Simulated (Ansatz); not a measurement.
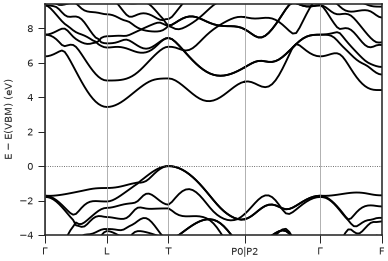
Figure. Band structure from PBE (plane waves, PAW; program Ansatz)

Question: Read off the gap and where the band edges lie.

Answer: About 3.4 eV (3.43 eV by a search for the band edges); maximum at T, minimum at L.

Question: Which of these materials gives this?
(A) C, R-3 (C on 18f, C on 6c)
(B) AlZnInO4, R3m (Pearson symbol hR7)
(C) SiB12C2, R-3m (B on 18h, B on 18h, C on 6c, Si on 3b)
(D) ZrPbO3, R3c (Pb on 6a, Zr on 6a, O on 18b)

Answer: A, C, R-3 (C on 18f, C on 6c)

The start of the workflow was typed in or built on a structure type; neither database checked (COD, Materials Project) lists it. It is not the phase usual at ambient conditions (space group No. 194, 227). The cell was relaxed with PBE under the symmetry of its start; its stability against distortions is not shown here. The volume moved by -17 % from the start of the relaxation.

Potentials: the earlier of the program's two PAW sets.
